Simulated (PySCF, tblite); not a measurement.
# C5H5FN−: a rotation path, then NMR shifts on frames

Aim: move C5H5FN− (`C=CC[C-](F)C#N`) away from its starting geometry and see how NMR shifts follow the geometry.

Programs: tblite 0.8.0 and PySCF 2.14.0, with density-fitted response routines of our own. Each step states its level of theory. These are calculated values for one molecule in the gas phase, unless marked as measured. Atoms count from 0, in the outputs and in this text.

## (1) Starting geometry

12 atoms, charge -1, multiplicity 1; geometry from: GFN2-xTB.

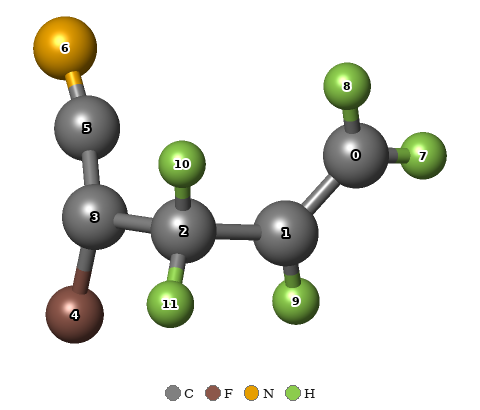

The starting geometry (carbon grey, fluorine brown, nitrogen amber, hydrogen green), atoms numbered; sticks join atoms by distance.

## (2) The rotation path with GFN2-xTB

Job settings and geometry (Å):

```
{"job": {"kind": "neb", "xc": "GFN2-xTB", "basis": "xTB", "atoms": [1, 2, 3, 4], "turn": 120}, "charge": -1, "multiplicity": 1}
C     -1.401756    -0.950414    -0.793873
C     -0.688982     0.171048    -0.755315
C     -0.245534     0.862197     0.489399
C      1.238962     0.626827     0.662933
F      1.995735     1.448718    -0.245431
C      1.741390    -0.627351     0.856010
N      2.214083    -1.623980     1.249867
H     -1.572834    -1.498374    -1.708890
H     -1.808361    -1.388713     0.104430
H     -0.276445     0.573672    -1.674390
H     -0.772812     0.462376     1.361119
H     -0.422249     1.943306     0.428115
```

Level: GFN2-xTB climbing-image nudged elastic band, gas phase.

Command:

```console
$ OMP_NUM_THREADS=1 python probes_run.py task.json out
```

This one command runs all jobs of the session in turn.

The log of the run:

```text
image   E - E0 / eV
  0       0.0000
  1       0.0093
  2       0.0319
  3       0.0607
  4       0.0886
  5       0.1114
  6       0.1278
  7       0.1383
  8       0.1336
```

Wall time 3.6 s (1 thread of Intel Xeon Platinum 8259CL at 2.50GHz, shared host); peak memory 0.19 GiB.

The final band, with the dihedral C1–C2–C3–F4:

```csv
image,dihedral (°),energy (eV),energy (kcal/mol)
0,76,0.000,0.0
1,87,0.009,0.2
2,99,0.032,0.7
3,112,0.061,1.4
4,125,0.089,2.0
5,138,0.111,2.6
6,152,0.128,2.9
7,166,0.138,3.2
8,184,0.134,3.1
```

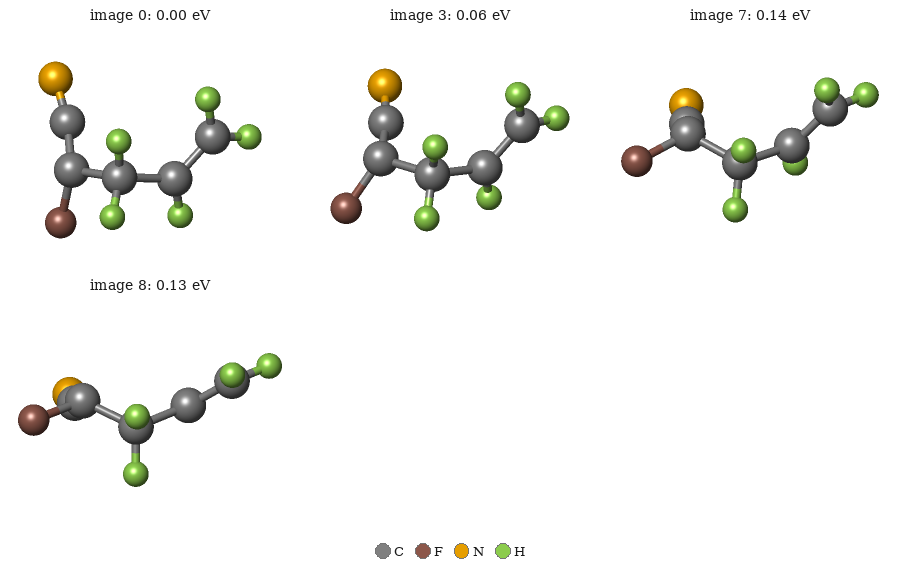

Images along the band.

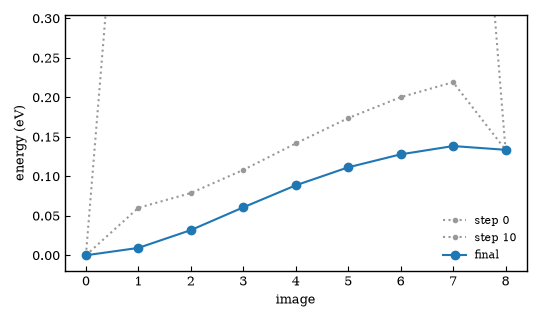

Energy along the band, early and final.

## (3) Nuclear shieldings: image 0, PBE0/pcSseg-1

Job settings and geometry (Å):

```
{"job": {"kind": "nmr", "xc": "PBE0", "basis": "pcSseg-1", "pop": false}, "charge": -1, "multiplicity": 1}
C     -1.401800    -0.950400    -0.793900
C     -0.689000     0.171000    -0.755300
C     -0.245500     0.862200     0.489400
C      1.239000     0.626800     0.662900
F      1.995700     1.448700    -0.245400
C      1.741400    -0.627400     0.856000
N      2.214100    -1.624000     1.249900
H     -1.572800    -1.498400    -1.708900
H     -1.808400    -1.388700     0.104400
H     -0.276400     0.573700    -1.674400
H     -0.772800     0.462400     1.361100
H     -0.422200     1.943300     0.428100
```

Level: GIAO PBE0/pcSseg-1 NMR shielding, non-relativistic, gas phase.

The log of the run:

```text
coarse grid: 10680 points
cycle   1  E = -347.5050989271  dE =  8.010e-01  |g| = 6.355e-01  |ddm| = 3.226e+00
cycle   2  E = -347.4021851748  dE =  1.029e-01  |g| = 9.865e-01  |ddm| = 1.690e+00
cycle   3  E = -347.5812992568  dE = -1.791e-01  |g| = 2.690e-01  |ddm| = 1.117e+00
cycle   4  E = -347.5982254285  dE = -1.693e-02  |g| = 5.396e-02  |ddm| = 2.716e-01
cycle   5  E = -347.5986984758  dE = -4.730e-04  |g| = 2.511e-02  |ddm| = 6.413e-02
cycle   6  E = -347.5988174286  dE = -1.190e-04  |g| = 3.557e-03  |ddm| = 2.591e-02
cycle   7  E = -347.5988201585  dE = -2.730e-06  |g| = 1.214e-03  |ddm| = 4.859e-03
final grid: 105496 points
cycle   8  E = -347.6472487320  dE = -2.873e-05  |g| = 7.848e-03  |ddm| = 2.537e-02
cycle   9  E = -347.6472419070  dE =  6.825e-06  |g| = 1.022e-02  |ddm| = 1.562e-02
cycle  10  E = -347.6472631192  dE = -2.121e-05  |g| = 1.302e-03  |ddm| = 8.322e-03
cycle  11  E = -347.6472633831  dE = -2.639e-07  |g| = 3.331e-04  |ddm| = 1.264e-03
cycle  12  E = -347.6472633964  dE = -1.330e-08  |g| = 2.184e-04  |ddm| = 4.215e-04
cycle  13  E = -347.6472634068  dE = -1.043e-08  |g| = 4.204e-05  |ddm| = 2.038e-04
cycle  14  E = -347.6472634072  dE = -4.156e-10  |g| = 9.913e-06  |ddm| = 6.248e-05
converged SCF energy = -347.6472634072

GIAO shielding tensors (ppm)
atom      isotropic    diamagn.    paramagn.     s11        s22        s33       span
  0 C       88.616     254.943    -166.327     -3.322    113.884    155.286    158.608
  1 C       38.888     256.308    -217.420    -88.845     39.667    165.842    254.687
  2 C      137.546     245.110    -107.564    123.875    137.406    151.359     27.484
  3 C       51.999     249.851    -197.851    -90.142     82.271    163.869    254.011
  4 F      472.056     476.340      -4.285    313.270    389.083    713.813    400.543
  5 C       45.179     257.204    -212.025    -58.531    -54.160    248.227    306.757
  6 N     -110.019     343.690    -453.709   -231.547   -102.345      3.835    235.382
  7 H       27.614      31.249      -3.634     25.483     26.137     31.224      5.741
  8 H       27.627      32.849      -5.222     24.503     26.843     31.535      7.032
  9 H       25.408      32.390      -6.982     22.135     24.702     29.387      7.252
 10 H       29.066      31.131      -2.065     25.107     29.145     32.945      7.838
 11 H       28.394      29.792      -1.397     25.295     27.570     32.317      7.023
```

Wall time 19 s (1 thread of Intel Xeon Platinum 8259CL at 2.50GHz, shared host); peak memory 0.7 GiB.

The references, computed at this level on geometries of the same kind, shield at (ppm): 1H TMS 31.72, 13C TMS 186.9, 19F CFCl3 170.9, 15N NH3 267.7. Their shielding less the atom's gives the shift. The references are single molecules in the gas phase, so shifts against H2O, NH3, PH3, H3PO4 or CFCl3 are not on the usual liquid scales and can be off by tens of ppm. Each atom is listed at this fixed geometry, with no averaging over motion; a spectrum would average atoms that exchange fast.

```csv
atoms,environment,σ (ppm),δ (ppm)
C1,alkene CH,38.9,148.0
C5,nitrile carbon,45.2,141.7
C3,carbanion centre,52.0,134.9
C0,terminal =CH2 carbon,88.6,98.3
C2,allylic sp3 CH2,137.5,49.4
H9,hydrogen on an alkene CH,25.41,6.31
H7,hydrogen on a terminal =CH2 carbon,27.61,4.10
H8,hydrogen on a terminal =CH2 carbon,27.63,4.09
H11,hydrogen on an allylic sp3 CH2,28.39,3.32
H10,hydrogen on an allylic sp3 CH2,29.07,2.65
F4,fluorine bonded to C,472.1,-301.1
N6,nitrile nitrogen,-110.0,377.7
```

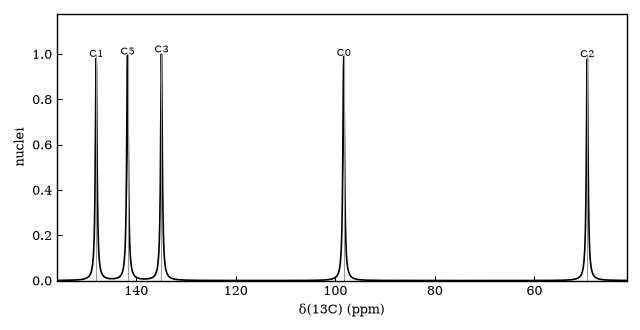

13C lines at the computed shifts, without couplings. Lines are broadened to a width of 0.39 ppm (Lorentzian).

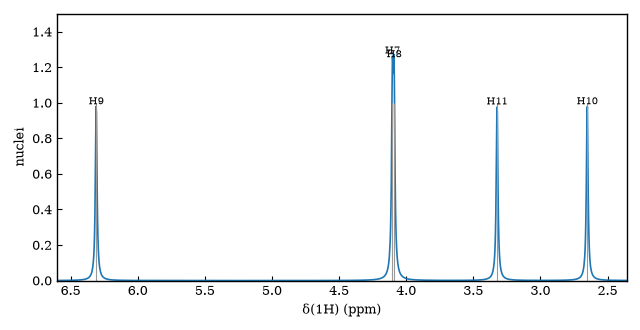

1H lines at the computed shifts, without couplings. Lines are broadened to a width of 0.01 ppm (Lorentzian).

## (4) Shielding tensors: image 3, PBE0/pcSseg-1

Job settings and geometry (Å):

```
{"job": {"kind": "nmr", "xc": "PBE0", "basis": "pcSseg-1", "pop": false}, "charge": -1, "multiplicity": 1}
C     -1.426900    -1.006100    -0.670700
C     -0.614700     0.043500    -0.745400
C     -0.257600     0.908800     0.412000
C      1.167300     0.602300     0.831800
F      2.031800     1.726400     0.556500
C      1.737200    -0.612000     0.564900
N      2.220200    -1.678300     0.559500
H     -1.566800    -1.697200    -1.488000
H     -1.954100    -1.237800     0.242100
H     -0.073900     0.242000    -1.663900
H     -0.963200     0.739600     1.237900
H     -0.297900     1.968100     0.137300
```

Method: GIAO PBE0/pcSseg-1 NMR shielding, non-relativistic, gas phase.

The log of the run:

```text
coarse grid: 10680 points
cycle   1  E = -347.5006393181  dE =  8.012e-01  |g| = 6.417e-01  |ddm| = 3.227e+00
cycle   2  E = -347.3918681780  dE =  1.088e-01  |g| = 1.005e+00  |ddm| = 1.669e+00
cycle   3  E = -347.5769717007  dE = -1.851e-01  |g| = 2.750e-01  |ddm| = 1.119e+00
cycle   4  E = -347.5947746050  dE = -1.780e-02  |g| = 5.332e-02  |ddm| = 2.790e-01
cycle   5  E = -347.5952298872  dE = -4.553e-04  |g| = 2.520e-02  |ddm| = 6.324e-02
cycle   6  E = -347.5953485887  dE = -1.187e-04  |g| = 3.523e-03  |ddm| = 2.464e-02
cycle   7  E = -347.5953512909  dE = -2.702e-06  |g| = 1.157e-03  |ddm| = 4.435e-03
final grid: 105496 points
cycle   8  E = -347.6440988334  dE = -3.298e-05  |g| = 7.523e-03  |ddm| = 2.747e-02
cycle   9  E = -347.6440933110  dE =  5.522e-06  |g| = 9.445e-03  |ddm| = 1.502e-02
cycle  10  E = -347.6441126720  dE = -1.936e-05  |g| = 1.478e-03  |ddm| = 7.770e-03
cycle  11  E = -347.6441129955  dE = -3.234e-07  |g| = 4.701e-04  |ddm| = 1.412e-03
cycle  12  E = -347.6441130350  dE = -3.950e-08  |g| = 2.225e-04  |ddm| = 5.446e-04
cycle  13  E = -347.6441130454  dE = -1.045e-08  |g| = 4.265e-05  |ddm| = 2.032e-04
cycle  14  E = -347.6441130458  dE = -4.147e-10  |g| = 1.204e-05  |ddm| = 6.473e-05
converged SCF energy = -347.6441130458

GIAO shielding tensors (ppm)
atom      isotropic    diamagn.    paramagn.     s11        s22        s33       span
  0 C       85.598     254.977    -169.379    -12.152    113.569    155.376    167.528
  1 C       41.781     255.704    -213.923    -82.188     49.672    157.860    240.048
  2 C      138.003     245.618    -107.615    127.437    131.724    154.848     27.412
  3 C       60.404     250.519    -190.115    -84.052     79.759    185.506    269.557
  4 F      450.607     474.396     -23.789    255.343    394.827    701.652    446.309
  5 C       44.951     257.870    -212.920    -60.055    -54.678    249.584    309.639
  6 N      -99.810     344.108    -443.918   -237.008    -74.184     11.762    248.770
  7 H       27.521      31.488      -3.968     24.606     26.287     31.668      7.062
  8 H       27.709      32.734      -5.025     24.590     26.843     31.692      7.103
  9 H       25.801      32.808      -7.006     22.760     26.366     28.278      5.518
 10 H       28.149      30.802      -2.652     23.683     28.386     32.379      8.696
 11 H       28.775      29.998      -1.222     26.577     27.954     31.795      5.218
```

Run time: 20 s. Hardware: 1 thread of Intel Xeon Platinum 8259CL at 2.50GHz, shared host; peak memory 0.72 GiB.

This run: δ C1 145.1, C5 142.0, C3 126.5, C0 101.3, H9 5.92, H7 4.20 ppm.

## (5) NMR shieldings: image 7, PBE0/pcSseg-1

Job settings and geometry (Å):

```
{"job": {"kind": "nmr", "xc": "PBE0", "basis": "pcSseg-1", "pop": false}, "charge": -1, "multiplicity": 1}
C     -1.626100    -0.983200    -0.553300
C     -0.596200    -0.169400    -0.724400
C     -0.177200     0.871000     0.248100
C      1.081000     0.401800     0.971800
F      1.664400     1.536800     1.664900
C      1.994200    -0.370500     0.305100
N      2.702900    -1.209700    -0.104500
H     -1.860000    -1.776400    -1.247000
H     -2.269800    -0.897200     0.309100
H      0.051300    -0.285000    -1.585300
H     -0.977500     1.061800     0.978400
H      0.014200     1.819400    -0.288700
```

Level: GIAO PBE0/pcSseg-1 NMR shielding, non-relativistic, gas phase.

The log of the run:

```text
coarse grid: 10680 points
cycle   1  E = -347.5036718654  dE =  7.838e-01  |g| = 6.335e-01  |ddm| = 3.243e+00
cycle   2  E = -347.4036214726  dE =  1.001e-01  |g| = 9.839e-01  |ddm| = 1.740e+00
cycle   3  E = -347.5792127771  dE = -1.756e-01  |g| = 2.634e-01  |ddm| = 1.093e+00
cycle   4  E = -347.5952992221  dE = -1.609e-02  |g| = 5.582e-02  |ddm| = 2.753e-01
cycle   5  E = -347.5958224982  dE = -5.233e-04  |g| = 2.464e-02  |ddm| = 6.467e-02
cycle   6  E = -347.5959374722  dE = -1.150e-04  |g| = 3.492e-03  |ddm| = 2.494e-02
cycle   7  E = -347.5959401399  dE = -2.668e-06  |g| = 1.189e-03  |ddm| = 4.156e-03
final grid: 105496 points
cycle   8  E = -347.6443631861  dE = -2.847e-05  |g| = 7.948e-03  |ddm| = 2.515e-02
cycle   9  E = -347.6443547927  dE =  8.393e-06  |g| = 1.057e-02  |ddm| = 1.682e-02
cycle  10  E = -347.6443781775  dE = -2.338e-05  |g| = 1.688e-03  |ddm| = 9.245e-03
cycle  11  E = -347.6443786521  dE = -4.747e-07  |g| = 5.363e-04  |ddm| = 1.642e-03
cycle  12  E = -347.6443787091  dE = -5.700e-08  |g| = 2.062e-04  |ddm| = 5.730e-04
cycle  13  E = -347.6443787177  dE = -8.561e-09  |g| = 4.575e-05  |ddm| = 1.981e-04
cycle  14  E = -347.6443787182  dE = -4.981e-10  |g| = 1.562e-05  |ddm| = 6.865e-05
converged SCF energy = -347.6443787182

GIAO shielding tensors (ppm)
atom      isotropic    diamagn.    paramagn.     s11        s22        s33       span
  0 C       75.168     254.958    -179.790    -32.417    104.212    153.709    186.126
  1 C       34.020     256.250    -222.230    -92.088     33.664    160.485    252.572
  2 C      137.389     245.393    -108.004    122.276    137.838    152.052     29.775
  3 C       53.333     250.011    -196.678    -93.756     79.685    174.068    267.824
  4 F      458.981     474.123     -15.143    306.696    395.681    674.564    367.868
  5 C       44.283     258.828    -214.545    -60.311    -54.960    248.120    308.430
  6 N     -105.417     344.484    -449.902   -230.114   -112.808     26.670    256.784
  7 H       27.062      31.024      -3.962     23.987     26.043     31.156      7.169
  8 H       26.710      32.212      -5.502     23.672     26.269     30.190      6.519
  9 H       25.119      33.008      -7.889     22.177     24.811     28.369      6.192
 10 H       28.041      31.188      -3.147     25.908     27.043     31.171      5.263
 11 H       27.924      29.323      -1.399     25.163     26.286     32.321      7.158
```

It took 18 s on 1 thread of Intel Xeon Platinum 8259CL at 2.50GHz, shared host; peak memory 0.72 GiB.

In short: δ C1 152.9, C5 142.6, C3 133.6, C0 111.8, H9 6.60, H8 5.01 ppm.

## (6) NMR shieldings: image 8, PBE0/pcSseg-1

Job settings and geometry (Å):

```
{"job": {"kind": "nmr", "xc": "PBE0", "basis": "pcSseg-1", "pop": false}, "charge": -1, "multiplicity": 1}
C     -1.818000    -0.885800    -0.588100
C     -0.607100    -0.356700    -0.635000
C     -0.119300     0.738100     0.244300
C      1.162200     0.341700     0.962500
F      1.517900     1.411700     1.878100
C      2.217400    -0.143600     0.239900
N      3.062500    -0.781600    -0.263100
H     -2.127700    -1.684700    -1.245100
H     -2.559300    -0.542000     0.118000
H      0.122400    -0.729900    -1.343900
H     -0.880000     0.992800     0.993500
H      0.030200     1.639200    -0.387100
```

With the program's defaults for keys left out, this is: GIAO PBE0/pcSseg-1 NMR shielding, non-relativistic, gas phase.

The log of the run:

```text
coarse grid: 10680 points
cycle   1  E = -347.5061175465  dE =  7.814e-01  |g| = 6.280e-01  |ddm| = 3.236e+00
cycle   2  E = -347.4112246846  dE =  9.489e-02  |g| = 9.695e-01  |ddm| = 1.762e+00
cycle   3  E = -347.5808552656  dE = -1.696e-01  |g| = 2.590e-01  |ddm| = 1.098e+00
cycle   4  E = -347.5963808796  dE = -1.553e-02  |g| = 5.715e-02  |ddm| = 2.710e-01
cycle   5  E = -347.5969417617  dE = -5.609e-04  |g| = 2.447e-02  |ddm| = 6.705e-02
cycle   6  E = -347.5970566149  dE = -1.149e-04  |g| = 3.394e-03  |ddm| = 2.560e-02
cycle   7  E = -347.5970591406  dE = -2.526e-06  |g| = 1.208e-03  |ddm| = 4.115e-03
final grid: 105496 points
cycle   8  E = -347.6456360162  dE = -2.875e-05  |g| = 7.868e-03  |ddm| = 2.677e-02
cycle   9  E = -347.6456282629  dE =  7.753e-06  |g| = 1.038e-02  |ddm| = 1.690e-02
cycle  10  E = -347.6456506947  dE = -2.243e-05  |g| = 1.597e-03  |ddm| = 9.407e-03
cycle  11  E = -347.6456511238  dE = -4.291e-07  |g| = 4.632e-04  |ddm| = 1.583e-03
cycle  12  E = -347.6456511635  dE = -3.973e-08  |g| = 2.136e-04  |ddm| = 5.194e-04
cycle  13  E = -347.6456511728  dE = -9.283e-09  |g| = 4.715e-05  |ddm| = 2.001e-04
cycle  14  E = -347.6456511733  dE = -5.174e-10  |g| = 1.449e-05  |ddm| = 6.347e-05
converged SCF energy = -347.6456511733

GIAO shielding tensors (ppm)
atom      isotropic    diamagn.    paramagn.     s11        s22        s33       span
  0 C       77.694     254.196    -176.501    -28.090    107.645    153.526    181.616
  1 C       31.801     256.265    -224.464    -96.353     29.655    162.100    258.452
  2 C      137.010     244.886    -107.876    121.453    136.511    153.066     31.612
  3 C       51.036     249.496    -198.460    -97.544     81.145    169.507    267.051
  4 F      473.075     473.519      -0.444    317.787    389.917    711.520    393.733
  5 C       43.439     258.877    -215.437    -61.953    -56.035    248.306    310.259
  6 N     -110.670     344.496    -455.166   -233.376   -111.805     13.172    246.548
  7 H       27.100      30.646      -3.545     24.327     25.979     30.995      6.668
  8 H       26.667      31.966      -5.299     24.063     25.965     29.974      5.911
  9 H       25.224      33.015      -7.790     22.226     24.021     29.425      7.200
 10 H       28.469      31.587      -3.118     26.385     28.334     30.687      4.302
 11 H       27.500      29.276      -1.776     23.844     26.264     32.391      8.547
```

It took 17 s on 1 thread of Intel Xeon Platinum 8259CL at 2.50GHz, shared host; peak memory 0.72 GiB.

Key values: δ C1 155.1, C5 143.5, C3 135.9, C0 109.2, H9 6.49, H8 5.05 ppm.

## (7) Run by run: NMR shifts

Shifts (ppm) of some atoms, chosen among heavy atoms and hydrogens apart, with basis size and wall time:

```csv
frame,C1,C3,C0,H8,H11,F4,N6,functions,time
image 0,148.0,134.9,98.3,4.09,3.32,-301.1,377.7,144,19 s
image 3,145.1,126.5,101.3,4.01,2.94,-279.7,367.5,144,20 s
image 7,152.9,133.6,111.8,5.01,3.79,-288.0,373.1,144,18 s
image 8,155.1,135.9,109.2,5.05,4.22,-302.1,378.4,144,17 s
```

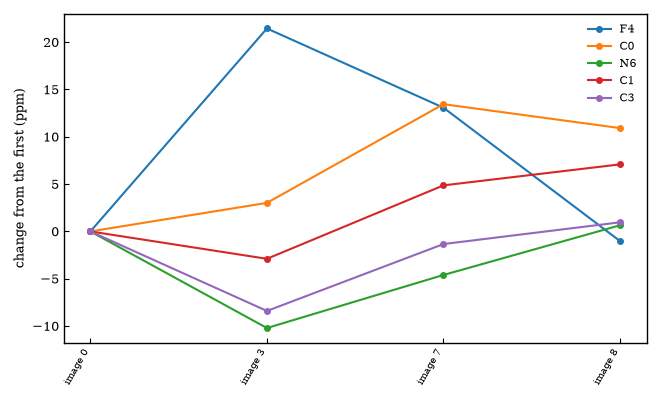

How five of the tabulated atoms move from run to run.

## (8) What came out

```
                                         quantity                                value
                                          barrier   0.138 eV (3.2 kcal/mol) at image 7
                            end to end (GFN2-xTB)                             0.134 eV
  13C shifts against TMS (PBE0/pcSseg-1, image 0)  148.0, 141.7, 134.9, 98.3, 49.4 ppm
   1H shifts against TMS (PBE0/pcSseg-1, image 0)     6.31, 4.10, 4.09, 3.32, 2.65 ppm
19F shifts against CFCl3 (PBE0/pcSseg-1, image 0)                           -301.1 ppm
  15N shifts against NH3 (PBE0/pcSseg-1, image 0)                            377.7 ppm
                         range of the shift of F4                 -302.1 to -279.7 ppm
```

What this shows: Along the band the dihedral turns by 109°, and the top (dihedral 166°) lies 3.2 kcal/mol above the start (GFN2-xTB, rough), so at room temperature this motion is fast. The top was not checked by a frequency run. Shifts at one fixed geometry are not the observed spectrum, which averages over the motion. In the first frame run (image 0): The largest span, 401 ppm, is at F4, where the paramagnetic term is -4 ppm. Across the 4 runs the shift of F4 moves most, between -302.1 (image 8) and -279.7 ppm (image 3). At PBE0/pcSseg-1 the HOMO lies above zero (+0.45 eV), as often for anions in the gas phase: self-interaction error lifts it, or the electron is held by the finite basis alone; counter-ions and solvent are missing.
